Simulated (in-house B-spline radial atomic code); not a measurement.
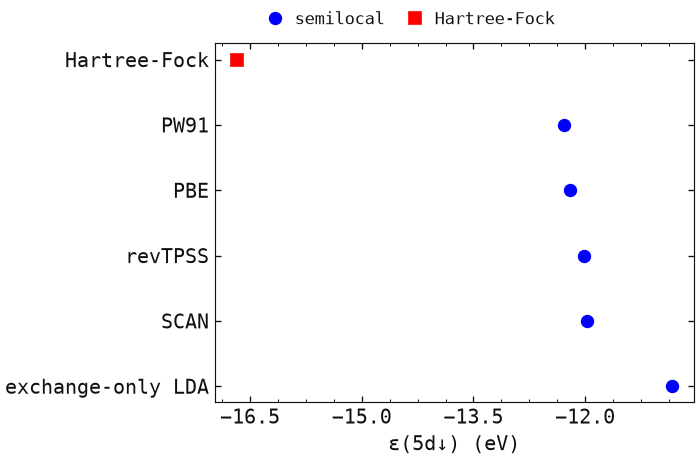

The Os⁺ ion; electrons: [Xe] 4f14 5d6 6s1 (high spin). All runs are scalar-relativistic, spin-polarised and spherical, computed with an in-house B-spline radial code (spin-free X2C). Hartree-Fock is the average over the configuration. The plot shows the eigenvalue (eV) of the 5d down orbital by 6 methods.

Question: Rank the methods.

Answer: The deepest is Hartree-Fock (−16.7) and the shallowest exchange-only LDA (−10.8), a spread of 5.85 eV. In order (eV): Hartree-Fock (−16.7), PW91 (−12.3), PBE (−12.2), revTPSS (−12.0), SCAN (−12.0), exchange-only LDA (−10.8). On the whole, exact exchange removes self-interaction and deepens occupied levels.
